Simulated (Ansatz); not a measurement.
## Phonon calculation, with input and output: C₂H₆GeO₂

C₂H₆GeO₂, computed with RKS B3LYP-D4/def2-SVP (Ansatz 0.2.0).

It belongs to a series of runs on one base structure; here: vibrations at the highest image of the band. Figures and captions count atoms from 1; the log counts them from 0 in places.

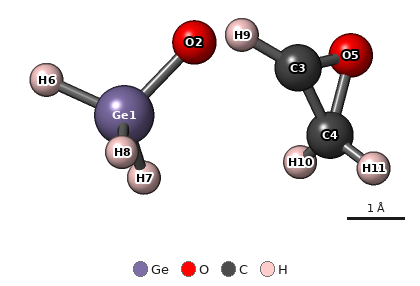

Fig. 1: The input geometry (ball-and-stick view, seen at a tilt; atoms are numbered from 1 in the order of the input). Sticks mark near contacts.

### Input file
```yaml
crystal:
  periodic: [false, false, false]
  atoms:
    - { symbol: Ge, position_ang: [-1.653965, 0.47889, 0.697626] }
    - { symbol: O, position_ang: [0.058286, 0.596407, 1.183913] }
    - { symbol: C, position_ang: [1.366465, -0.612774, 0.237561] }
    - { symbol: C, position_ang: [1.306894, -0.457734, -1.210569] }
    - { symbol: O, position_ang: [2.340995, 0.061565, -0.293553] }
    - { symbol: H, position_ang: [-2.506676, 1.265257, 1.715821] }
    - { symbol: H, position_ang: [-1.828156, 1.087821, -0.718681] }
    - { symbol: H, position_ang: [-2.110323, -1.003263, 0.65322] }
    - { symbol: H, position_ang: [0.775507, -0.523286, 1.265615] }
    - { symbol: H, position_ang: [0.673115, 0.319882, -1.646956] }
    - { symbol: H, position_ang: [1.643359, -1.269967, -1.863295] }
basis:
  gaussian: { orbitals: def2-SVP }
hamiltonian:
  xc: b3lyp
  dispersion: d4
phonons: {}
```

Machine: 2 threads of AMD EPYC (Zen 5), 16 GiB of memory available, shared host.

Launched with:
```bash
ansatz run input.yaml --threads 2 --pin off --max-ram 3072MiB --backend cpu --events-out ev --progress --plain --runs-dir out
```

### The program's output
```
Engine: ansatz 0.2.0, x86_64-unknown-linux-gnu
Functional definition: B3LYP
  parameter a0 = 0.2
  parameter ax = 0.72
  parameter ac = 0.81
  exchange = (1 - a0 - ax)*slater_x + ax*b88_x + a0*exact_x
  correlation = (1 - ac)*vwn_rpa_c + ac*lyp_c
1284 factors; integrals over basis functions are off by at most 3.1e-4 eV
mean field evaluation 1: about -62762.2934 eV, gradient 6.0e1 eV
mean field evaluation 2: about -62713.4578 eV, gradient 1.5e2 eV
mean field evaluation 4: about -62768.7872 eV, gradient 1.3e1 eV
mean field evaluation 8: about -62769.0973 eV, gradient 3.6e-1 eV
mean field evaluation 16: about -62769.0976 eV, gradient 1.4e-5 eV
mean field -62769.09755092 eV, -2306.7217885739 hartree, gradient 1.4e-5 eV, S^2 0.000000; 0 other end points of the search recorded, 0 dependent functions left out
the calculation of the forces begins
reference -62769.09781347 eV, -2306.7217982225 hartree; 33, 33 occupied and 85, 85 virtual orbitals, 1284 factors
these checks for a lower state are left out or cut short: stability, starts, cluster_reference, orbital_swaps, neighbouring_geometries, increment
1284 factors; integrals over basis functions are off by at most 3.1e-4 eV
mean field -62769.09731931 eV, -2306.7217800623 hartree, gradient 1.9e-6 eV, S^2 0.000000; 0 other end points of the search recorded, 0 dependent functions left out
[... from here on the field's lines of each further geometry are left out, up to the last ...]
the calculation of the forces begins
reference -62769.09776241 eV, -2306.7217963460 hartree; 33, 33 occupied and 85, 85 virtual orbitals, 1284 factors
these checks for a lower state are left out or cut short: stability, starts, cluster_reference, orbital_swaps, neighbouring_geometries, increment
1284 factors; integrals over basis functions are off by at most 3.1e-4 eV
mean field -62769.09750736 eV, -2306.7217869730 hartree, gradient 1.4e-6 eV, S^2 0.000000; 0 other end points of the search recorded, 0 dependent functions left out
the calculation of the forces begins
reference -62769.09776993 eV, -2306.7217966223 hartree; 33, 33 occupied and 85, 85 virtual orbitals, 1284 factors
WARN: phonons: modes at or below zero, which the zero-point energy, F, S and C_V leave out: 1, the lowest at -1257.26 cm⁻¹. A minimum has none, and a first-order saddle one
Total energy: -62769.42858567 eV, -2306.7339538767 hartree
Atom 0 at    -1.653965     0.478890     0.697626 Å, force     0.000089     0.000110    -0.006913 eV/Å
Atom 1 at     0.058286     0.596407     1.183913 Å, force    -0.002756    -0.000728    -0.003536 eV/Å
Atom 2 at     1.366465    -0.612774     0.237561 Å, force    -0.005849    -0.005182    -0.005466 eV/Å
Atom 3 at     1.306894    -0.457734    -1.210569 Å, force     0.002354     0.005475     0.003304 eV/Å
Atom 4 at     2.340995     0.061565    -0.293553 Å, force    -0.000421     0.000674    -0.001265 eV/Å
Atom 5 at    -2.506676     1.265257     1.715821 Å, force     0.001731    -0.001762     0.001373 eV/Å
Atom 6 at    -1.828156     1.087821    -0.718681 Å, force     0.001173     0.004010     0.001664 eV/Å
Atom 7 at    -2.110323    -1.003263     0.653220 Å, force     0.000686    -0.001572     0.003931 eV/Å
Atom 8 at     0.775507    -0.523286     1.265615 Å, force     0.002565     0.001254     0.006283 eV/Å
Atom 9 at     0.673115     0.319882    -1.646956 Å, force    -0.000906    -0.001311    -0.001314 eV/Å
Atom 10 at     1.643359    -1.269967    -1.863295 Å, force     0.001335    -0.000967     0.001938 eV/Å
Dipole moment:    -0.000291    -0.354227    -0.509952 e Å
Vibrations: -1257.26 61.77 82.20 106.33 237.97 269.49 528.93 636.37 640.37 686.47 807.08 867.66 876.71 896.17 982.52 998.65 1094.67 1123.18 1216.73 1388.28 1516.91 2082.80 2089.23 2122.28 2384.33 3120.10 3238.15 cm⁻¹, zero-point energy 1.863195 eV
```

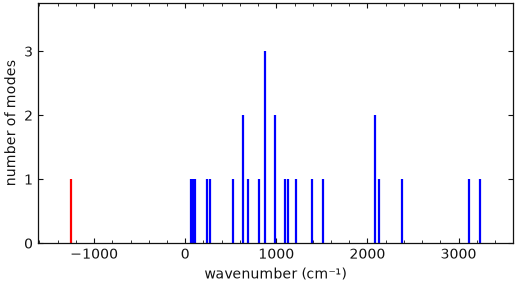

Fig. 2: Harmonic vibrational wavenumbers from the force constants; neighbouring modes closer than 20 cm⁻¹ are counted in one stick, and imaginary ones are drawn at negative wavenumbers. 27 modes from 1257i to 3238 cm⁻¹, 1 imaginary beyond 8i (1257i cm⁻¹): a first-order saddle point, if the geometry is stationary.

### Results in brief

- outcome: converged
- total energy: −62769.4286 eV
- mean-field energy: −62769.0978 eV
- largest force (length of the vector): 0.010 eV/Å
- wall time: 60 s (CPU time 1.9 min)
- peak memory: 0.33 GiB
